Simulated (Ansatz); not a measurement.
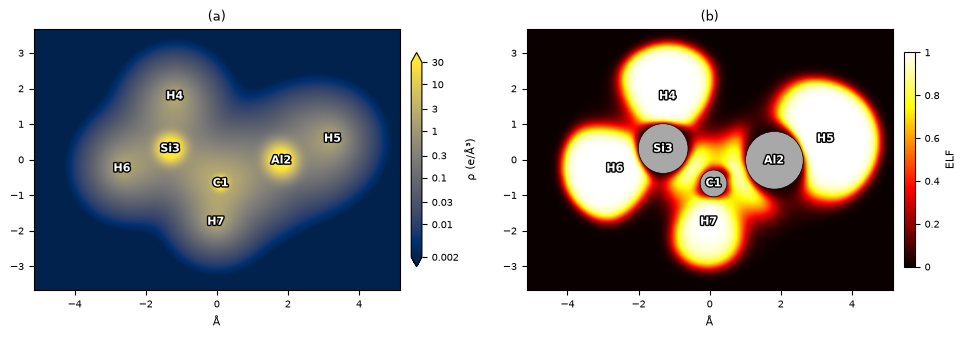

Figure. CH4AlSi (SMILES [AlH+][CH]=[SiH2]) (charge +1). (a) electron density; (b) electron localisation function on the molecular plane. Grey discs cover the atomic cores in the ELF map.

Geometry: r2SCAN-D4/def2-TZVP.

These are results of isolated molecule in a Gaussian basis; Kohn-Sham density functional theory, functional PBE0 in Ansatz 0.2.0, not measurements.

The calculation's input:

```
crystal:
  periodic: [false, false, false]
  atoms:
    - symbol: C
      position_ang: [0.841203, -0.545303, 0.824730]
    - symbol: Al
      position_ang: [-0.782940, -0.617809, 1.668020]
    - symbol: Si
      position_ang: [1.172477, 0.400781, -0.577311]
    - symbol: H
      position_ang: [0.107408, 1.226115, -1.176524]
    - symbol: H
      position_ang: [-2.183251, -0.642097, 2.344406]
    - symbol: H
      position_ang: [2.492775, 0.432591, -1.227695]
    - symbol: H
      position_ang: [1.659758, -1.139878, 1.232814]
basis:
  gaussian: {orbitals: def2-TZVPD}
total_charge: 1
hamiltonian: {xc: pbe0}
output: {forces: true, orbitals: {seedname: orbitals}}
```

Run with:

```sh
ansatz run input.yaml --threads 2 --pin off --max-ram 4350MiB --events-out events.jsonl --progress --plain --runs-dir runs
```

Describe what can be read from this map.

Answer.
- The plane passes through C, Al, Si and H nuclei.
- C–Si (1.72 Å): ρ is about 1.1 e/Å³ halfway; the ELF peaks at about 0.90 between the atoms; a covalent bond.
- C–Al (1.83 Å): ρ is about 0.82 e/Å³ halfway; the ELF peaks at about 0.90 between the atoms (a polar covalent bond).
- C–H (1.09 Å): ρ at the midpoint is about 1.9 e/Å³; the ELF climbs to about 1 towards the hydrogen, as it does in any bond to H (an ordinary covalent bond to hydrogen).
- Si–H (1.47 Å): ρ is about 0.85 e/Å³ halfway; the ELF climbs to about 1 towards the hydrogen.
- Al–H (1.56 Å): ρ is about 0.62 e/Å³ halfway; the ELF climbs to about 1 towards the hydrogen.
